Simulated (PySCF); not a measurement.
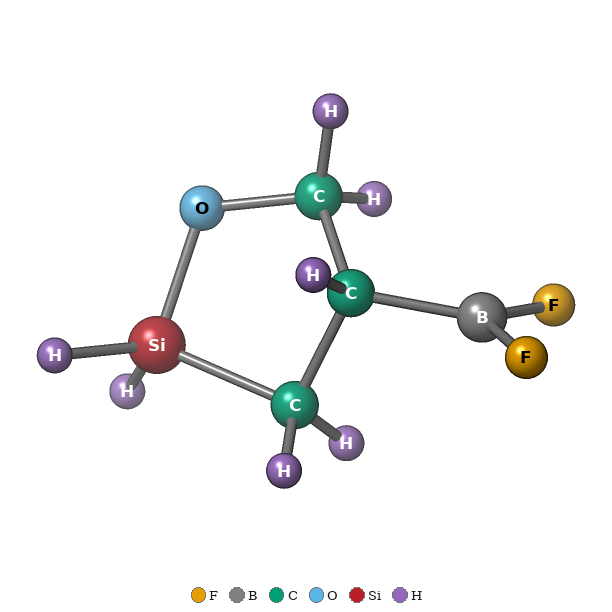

Distant atoms are faded towards the background colour. Computed geometry: PBE0-D3(BJ)/def2-SVP optimisation. No frequency run is at hand to confirm it as a minimum.

**List the symmetry elements and name the point group.**

It has no symmetry element but the identity, so the point group is C1. The group has 1 operation. The geometry is chiral, and symmetry allows a dipole moment.
